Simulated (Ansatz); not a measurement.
Partial pair distribution functions of a relaxed model of amorphous Ti$_{20}$O$_{41}$Cu$_{2}$, broadened by 0.06 Å; density 3.74 g/cm³. Level of theory: PBE, scalar-relativistic without spin-orbit coupling (plane waves to 420 eV, PAW; Ansatz, a quantum-chemistry and plane-wave program).

It comes from a melt-quench run on a machine-learned potential (CHGNet), relaxed afterwards by DFT. O atoms were pushed apart under 1.9 Å during the dynamics, to hinder bonds among them. The hot cell started wider than the set density and was brought back towards it in steps. It is the lowest in DFT energy of 2 quenches. It is a model cell: composition and starting density were chosen by hand, and all elements were melted together. No dispersion term was used. Its density started from a set value of 3.74 and ended at 3.74 g/cm³. Cooling (nominally 240 K/ps over its main leg) ran many orders faster than in experiment, which tends to leave more defects and strain. Values belong to this one cell and scatter from quench to quench. The volume was held where the preparation left it and the shape relaxed, at a PBE pressure of 3.5 GPa. Stress components on the final sampling reach 3.6 GPa.

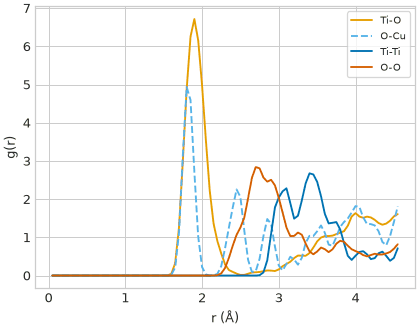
Fig. 1. Partial pair distribution functions

Highest peaks under 4.5 Å: Ti-O near 1.90 Å, O-Cu near 1.80 Å, Ti-Ti near 3.40 Å, O-O near 2.70 Å; pairs of few atoms are noisy.

Within 2.46 Å each Ti has 5.35 O neighbours on average.
